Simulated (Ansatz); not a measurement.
# C2HFO: geometry optimisation

A script is to give a geometry optimisation; the system is C2HFO.

Program: Ansatz 0.2.0 through its Python package. Level of theory: r2SCAN/cc-pVDZ. These are calculated values, not measurements.

## Step 1: Starting point

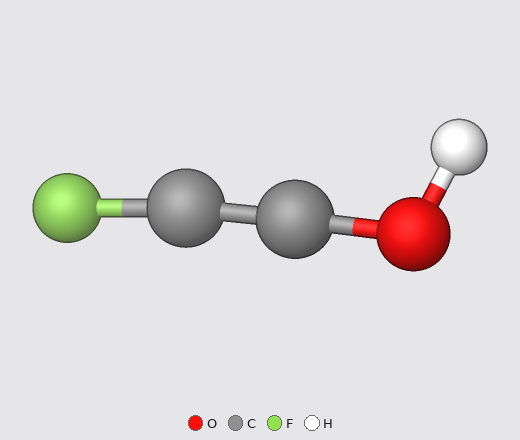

The starting structure, viewed from a chosen angle; oxygen red, carbon grey, fluorine green, hydrogen white.

The script holds or builds the structure itself.

## Step 2: Script

c2hfo_opt.py

```python
"""Relax the C2HFO molecule."""

import argparse
import itertools

import ansatz as az
from ase import Atoms
from ase.data import atomic_numbers, covalent_radii
import numpy as np
import pandas as pd

parser = argparse.ArgumentParser(description="Relax the C2HFO molecule.")
parser.add_argument("--basis-set", required=True, help="Gaussian basis set")
parser.add_argument("--functional", required=True, help="exchange-correlation functional")
args = parser.parse_args()

atoms = Atoms(["O", "C", "C", "F", "H"], positions=[
    [0.5797, 1.3345, 0.0937],
    [0.1714, 0.0961, 0.0997],
    [-0.1782, -1.0564, 0.1044],
    [-0.4333, -2.3404, 0.1319],
    [-0.0897, 1.8926, -0.4712],
])
mol = az.Crystal.molecule_from_ase(atoms)

setup = (
    mol.calculation()
    .basis(gaussian=args.basis_set)
    .functional(args.functional)
)
symbols = [site.symbol for site in mol.cartesian_sites]
start = np.array([site.position_ang for site in mol.cartesian_sites], dtype=float)
def progress(event):
    if event["event"] == "relax_step":
        row = event["data"]
        print(f"step {row['step']:3d}  E = {row['lagrangian_ev']:.6f} eV  largest force component {row['allowed_force_max_ev_ang']:.4f} eV/A")


summary = setup.relax(force_tolerance=0.005, max_steps=100).session().plan().execute(on_event=progress).report
end = np.array(summary["positions_ang"])

print("reference energy %16.6f eV" % summary["reference_energy_ev"])
print("total energy     %16.6f eV" % summary["free_energy_ev"])
print("occupied orbitals outside the frozen core (up, down):", summary["n_occupied"], " frozen:", summary["n_frozen"], " virtual:", summary["n_virtual"])

# pairs closer than 1.2 times the sum of covalent radii, before or after
radius = [covalent_radii[atomic_numbers[s]] for s in symbols]
span = lambda where, i, j: np.linalg.norm(where[i] - where[j])
bonded = [(i, j) for i, j in itertools.combinations(range(len(symbols)), 2) if min(span(start, i, j), span(end, i, j)) < 1.2 * (radius[i] + radius[j])]
print("pair        before    after (A)")
for i, j in bonded:
    print(f"{symbols[i]}{i}-{symbols[j]}{j}".ljust(10), f"{span(start, i, j):8.4f} {span(end, i, j):8.4f}")

charges = summary["charge_distribution"]
table = pd.DataFrame({"atom": symbols, "mulliken": charges["mulliken_charges_e"], "lowdin": charges["lowdin_charges_e"]})
print(table.round(3).to_string())
print("dipole (e A):", np.round(charges["dipole_moment_e_ang"], 4) + 0.0)
```

## Step 3: The input behind the calls

The package turns the script's settings into the engine's input:

```yaml
crystal:
  periodic: [false, false, false]
  atoms:
    - { symbol: O, position_ang: [0.5797, 1.3345, 0.0937] }
    - { symbol: C, position_ang: [0.1714, 0.0961, 0.0997] }
    - { symbol: C, position_ang: [-0.1782, -1.0564, 0.1044] }
    - { symbol: F, position_ang: [-0.4333, -2.3404, 0.1319] }
    - { symbol: H, position_ang: [-0.0897, 1.8926, -0.4712] }
basis:
  gaussian:
    orbitals: cc-pVDZ
hamiltonian:
  xc: r2scan
relax:
  f_tol: 0.005
  max_steps: 100
```

## Step 4: Running it

Run with:

```bash
> python c2hfo_opt.py --basis-set cc-pVDZ --functional r2scan
```

The program printed:

```text
step   1  E = -6847.250739 eV  largest force component 2.1119 eV/A
step   2  E = -6847.343932 eV  largest force component 0.7914 eV/A
step   3  E = -6847.357094 eV  largest force component 0.1742 eV/A
step   4  E = -6847.356713 eV  largest force component 0.9933 eV/A
step   5  E = -6847.359971 eV  largest force component 0.0947 eV/A
step   6  E = -6847.362666 eV  largest force component 0.1755 eV/A
step   7  E = -6847.362876 eV  largest force component 0.0409 eV/A
step   8  E = -6847.362915 eV  largest force component 0.0297 eV/A
step   9  E = -6847.362972 eV  largest force component 0.0077 eV/A
step  10  E = -6847.362976 eV  largest force component 0.0028 eV/A
step  11  E = -6847.362984 eV  largest force component 0.0111 eV/A
step  12  E = -6847.363067 eV  largest force component 0.0798 eV/A
step  13  E = -6847.363090 eV  largest force component 0.1528 eV/A
step  14  E = -6847.363115 eV  largest force component 0.1423 eV/A
step  15  E = -6847.362146 eV  largest force component 0.1369 eV/A
step  16  E = -6847.362448 eV  largest force component 0.1833 eV/A
step  17  E = -6847.363538 eV  largest force component 0.0311 eV/A
step  18  E = -6847.363554 eV  largest force component 0.0122 eV/A
step  19  E = -6847.363554 eV  largest force component 0.0136 eV/A
step  20  E = -6847.363574 eV  largest force component 0.0088 eV/A
step  21  E = -6847.363575 eV  largest force component 0.0013 eV/A
reference energy     -6847.363580 eV
total energy         -6847.363580 eV
occupied orbitals outside the frozen core (up, down): [15, 15]  frozen: 0  virtual: [46, 46]
pair        before    after (A)
O0-C1        1.3040   1.3195
O0-H4        1.0386   0.9718
C1-C2        1.2044   1.2093
C2-F3        1.3094   1.2953
  atom  mulliken  lowdin
0    O    -0.162   0.352
1    C     0.025  -0.327
2    C     0.009  -0.337
3    F    -0.063   0.314
4    H     0.190  -0.003
dipole (e A): [-0.18    0.3309 -0.2045]
```

Wall time 36 s (1 thread of AMD EPYC 7B13 (Zen 3), shared host); peak memory 0.25 GiB.

## Step 5: Size and end state of the run

From the engine's report, whether the script printed it or not:

```
             item        value
SCF cycles in all          168
         orbitals           61
total energy (eV)  -6847.36358
```

## Step 6: Path of the relaxation

Step by step:

```
step  E - E(step 1) (eV)  largest force component (eV/Å)
   1              0.0000                          2.1119
   2             -0.0932                          0.7914
   3             -0.1064                          0.1742
   4             -0.1060                          0.9933
   5             -0.1092                          0.0947
   6             -0.1119                          0.1755
   7             -0.1121                          0.0409
   8             -0.1122                          0.0297
   9             -0.1122                          0.0077
  10             -0.1122                          0.0028
  11             -0.1122                          0.0111
  12             -0.1123                          0.0798
  13             -0.1124                          0.1528
  14             -0.1124                          0.1423
  15             -0.1114                          0.1369
  16             -0.1117                          0.1833
  17             -0.1128                          0.0311
  18             -0.1128                          0.0122
  19             -0.1128                          0.0135
  20             -0.1128                          0.0088
  21             -0.1128                          0.0013
```

Step 1 is the start. Steps 4, 15, 16 were tried and not accepted.

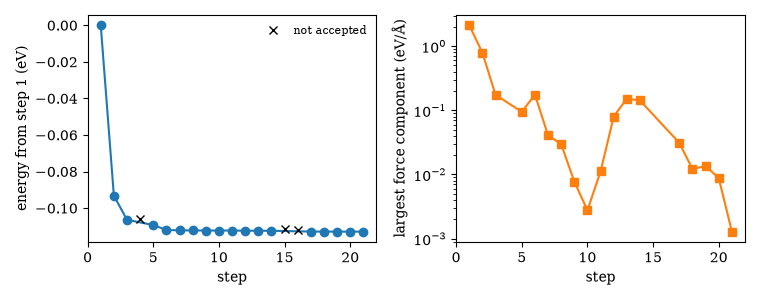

Energy and largest force along the relaxation.

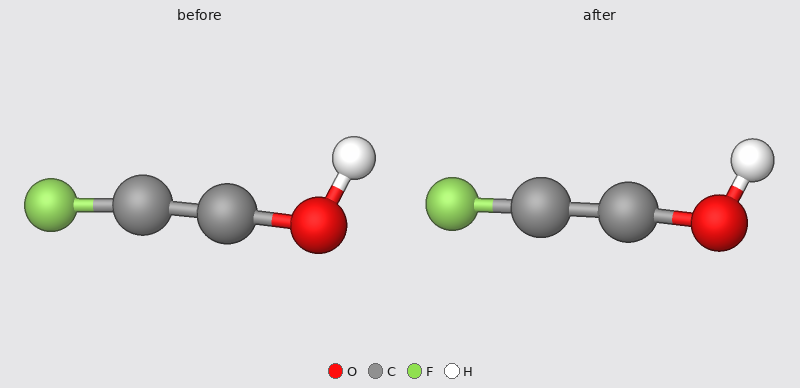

The structure before (left) and after (right) the relaxation, drawn at the same scale.

Before: Bond lengths: O1–C2 1.304 Å, C2–C3 1.204 Å, C3–F4 1.309 Å, O1–H5 1.039 Å. Angles: O1–C2–C3 178.6°, C2–O1–H5 108.1°, C2–C3–F4 174.3°.

After: Bond lengths: O1–C2 1.320 Å, C2–C3 1.209 Å, C3–F4 1.295 Å, O1–H5 0.972 Å. Angles: O1–C2–C3 170.5°, C2–O1–H5 107.9°, C2–C3–F4 169.2°.

## Step 7: Summary of results

```
                    quantity          value
                total energy  -6847.3636 eV
               dipole moment         2.06 D
     moves of the relaxation             17
               energy gained       0.113 eV
last largest force component    0.0013 eV/Å
```

**Reading.** The relaxation took 17 moves; the largest shift is 0.071 Å. Reading the output:
- The end point is the stationary point reached from this start; no frequency run checks that it is a minimum, and the basis set is modest.
- The Löwdin charges here are taken after orthogonalising the functions within each atom; they differ from plain Löwdin charges, and their signs can be unphysical.
